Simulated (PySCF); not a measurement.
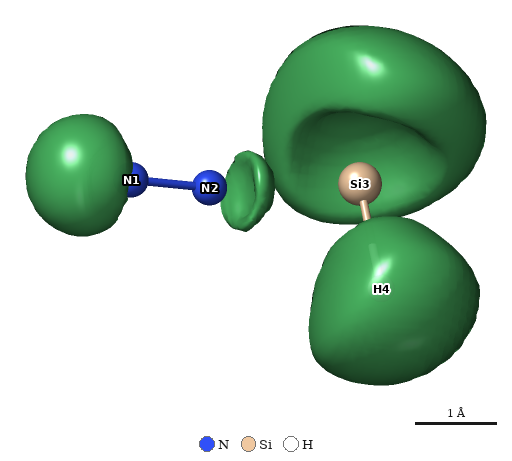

*HN$_{2}$Si (charge +1). Isosurface of the ELF at 0.9 (green), seen at a tilt. Only the valence region is drawn (cores and ρ < 0.01 e/Å³ removed).*

Geometry: B3LYP-D3(BJ)/6-311G**.

The calculation used PySCF, Gaussian-basis quantum chemistry of an isolated molecule with PySCF, energy and nuclear gradient, functional PBE0.

| atom | x (Å) | y (Å) | z (Å) |
| --- | --- | --- | --- |
| N | -0.7694 | -1.7176 | 0.0709 |
| N | -0.7869 | -0.6370 | -0.1140 |
| Si | -1.0974 | 1.4754 | -0.5213 |
| H | 0.3958 | 1.5474 | -0.2855 |

### Identify the bonds, lone pairs and shells in this picture.

At this value the surface marks out one region around a hydrogen nucleus, one lobe on N, pointing away from the bonds (lone pairs), one lobe on Si, pointing away from the bonds (lone pairs) and one region wrapped around N (its valence shell).

Values along the shortest contacts:
N–N (1.10 Å): the ELF peaks at about 0.85 between the atoms; a multiple bond. Si–H (1.51 Å): the ELF climbs to about 1 towards the hydrogen, as it does in any bond to H.
